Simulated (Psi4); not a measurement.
**NOF (nitrosyl fluoride) at wB97M-V/def2-TZVPP**

What is the energy change on altering one bond length of NOF (nitrosyl fluoride) at wB97M-V/def2-TZVPP? 

Program for the calculation: Psi4 1.11.

1 further run of the same task is left out (it didn't finish).

### Step 1. Starting point

NOF has 3 atoms, charge 0, and is taken as a singlet. As SMILES, `O=NF`. The coordinates come from a PBE0-D4/def2-TZVP relaxation.

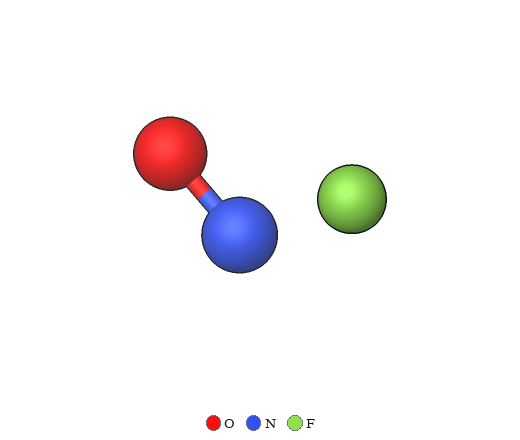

The structure, seen from a chosen angle (oxygen red, nitrogen blue, fluorine green).

### Step 2. The energy at wB97M-V/def2-TZVPP

calc.in

```
memory 2200 mb

molecule system {
  O
  N 1 R2
  F 2 R3 1 A3

  R2 = 1.126674
  R3 = 1.483325
  A3 = 110.42286
  symmetry c1
}

set {
  basis def2-TZVPP
  puream true
  e_convergence 1e-09
  d_convergence 1e-08
  scf_type pk
  dft_radial_points 99
  dft_spherical_points 590
}

energy('wb97m-v')
```

Started as:

```
psi4 -i calc.in -o calc.out -n 1
```

calc.out:

```text
[...]
  Running in c1 symmetry.
[...]
  Nuclear repulsion =   66.472919985517308
[...]
  Multiplicity = 1
[...]
  Nalpha       = 12
  Nbeta        = 12
[...]
    Number of basis functions: 93
[...]
   @RKS iter   1:  -229.69251365279396   -5.03682e-01   4.89169e-03 DIIS/ADIIS
[...]
   @RKS iter  12:  -229.76103014672199   -5.51381e-12   5.60287e-09 DIIS
[...]
    Orbital Energies [Eh]
    ---------------------
    Doubly Occupied:
       1A    -24.904446     2A    -19.490715     3A    -14.753520
       4A     -1.453379     5A     -1.303602     6A     -0.842855
       7A     -0.709601     8A     -0.681999     9A     -0.668477
      10A     -0.520644    11A     -0.512116    12A     -0.447139
[...]
  @RKS Final Energy:  -229.76103014672199
   => Energetics <=
    Nuclear Repulsion Energy =             66.4729199855173079
    One-Electron Energy =                -448.0381026978164982
    Two-Electron Energy =                 170.5911603806829646
    DFT Exchange-Correlation Energy =     -18.8872639026253495
    Empirical Dispersion Energy =           0.0000000000000000
    VV10 Nonlocal Energy =                  0.1002560875195655
    Total Energy =                       -229.7610301467219927
[...]
 Multipole Moments:
 ------------------------------------------------------------------------------------
     Multipole            Electronic (a.u.)      Nuclear  (a.u.)        Total (a.u.)
 ------------------------------------------------------------------------------------
 L = 1.  Multiply by 2.5417464519 to convert [e a0] to [Debye]
 Dipole X            :          0.3199676           -0.8038939           -0.4839263
 Dipole Y            :         -0.3458417            0.6510145            0.3051727
 Dipole Z            :          0.0000000            0.0000000            0.0000000
 Magnitude           :                                                    0.5721145
[...]
```

Run time: 89 s. Hardware: 1 thread of Intel Xeon at 2.50GHz (Skylake/Cascade Lake), shared host; peak memory 1.4 GiB.

### Step 3. The distorted shape

job.dat

```
memory 2200 mb

molecule {
  0 1
  O      3.40403359    -0.63255369     1.80732084
  N      2.04452682    -2.00356890     0.91002218
  F     -1.92239949     0.45274058    -1.01034207
  units au
  symmetry c1
  no_reorient
  no_com
}

set globals {
  puream               true
  e_convergence        1e-09
  d_convergence        1e-08
  scf_type             pk
  dft_radial_points    99
  dft_spherical_points 590
}

result = energy('wb97m-v/def2-TZVPP')
print_variables()
```

Started as:

```
psi4 -i job.dat -o job.out -n 1
```

job.out:

```text
[...]
  Running in c1 symmetry.
[...]
  Nuclear repulsion =   50.547777982925652
[...]
  Multiplicity = 1
[...]
  Nalpha       = 12
  Nbeta        = 12
[...]
    Number of basis functions: 93
[...]
   @RKS iter   1:  -229.42106489697912   -6.53166e-01   7.51146e-03 ADIIS/DIIS
[...]
   @RKS iter  18:  -229.65509094470744   -4.06430e-12   7.43607e-09 DIIS
[...]
    Orbital Energies [Eh]
    ---------------------
    Doubly Occupied:
       1A    -24.754648     2A    -19.641324     3A    -14.842488
       4A     -1.544781     5A     -1.117922     6A     -0.932356
       7A     -0.767629     8A     -0.766253     9A     -0.730178
      10A     -0.376803    11A     -0.376373    12A     -0.361838
[...]
  @RKS Final Energy:  -229.65509094470744
   => Energetics <=
    Nuclear Repulsion Energy =             50.5477779829256519
    One-Electron Energy =                -416.2067759581087216
    Two-Electron Energy =                 154.6560857545429428
    DFT Exchange-Correlation Energy =     -18.7543408563709200
    Empirical Dispersion Energy =           0.0000000000000000
    VV10 Nonlocal Energy =                  0.1021621323036228
    Total Energy =                       -229.6550909447074389
[...]
 Multipole Moments:
 ------------------------------------------------------------------------------------
     Multipole            Electronic (a.u.)      Nuclear  (a.u.)        Total (a.u.)
 ------------------------------------------------------------------------------------
 L = 1.  Multiply by 2.5417464519 to convert [e a0] to [Debye]
 Dipole X            :        -21.7971145           24.2423611            2.4452465
 Dipole Y            :         14.0192625          -15.0107466           -0.9914841
 Dipole Z            :        -10.4954295           11.7356434            1.2402138
 Magnitude           :                                                    2.9155448
[...]
```

Wall time 2 min (1 thread of Intel Xeon at 2.50GHz (Skylake/Cascade Lake), shared host); peak memory 1.3 GiB.

### Step 4. Results

Level: wB97M-V/def2-TZVPP.

| quantity | value |
| --- | --- |
| first shape: total energy | -229.76103 Eh |
| first shape: dipole moment | 1.45 D |
| first shape: HOMO energy | -12.17 eV |
| first shape: LUMO energy | -0.65 eV |
| first shape: HOMO–LUMO gap | 11.52 eV |
| distorted shape: total energy | -229.65509 Eh |
| distorted shape: dipole moment | 7.41 D |
| distorted shape: HOMO energy | -9.85 eV |
| distorted shape: LUMO energy | -3.49 eV |
| distorted shape: HOMO–LUMO gap | 6.35 eV |
| energy change with the N2–F3 bond stretched from 1.483 to 2.670 Å | 2.883 eV |

What this shows: With the N2–F3 bond stretched from 1.483 to 2.670 Å the energy rises by 2.88 eV (278 kJ/mol). The first shape isn't relaxed at this level, so the change isn't measured from a minimum. A restricted reference can't describe the breaking bond well at this length.
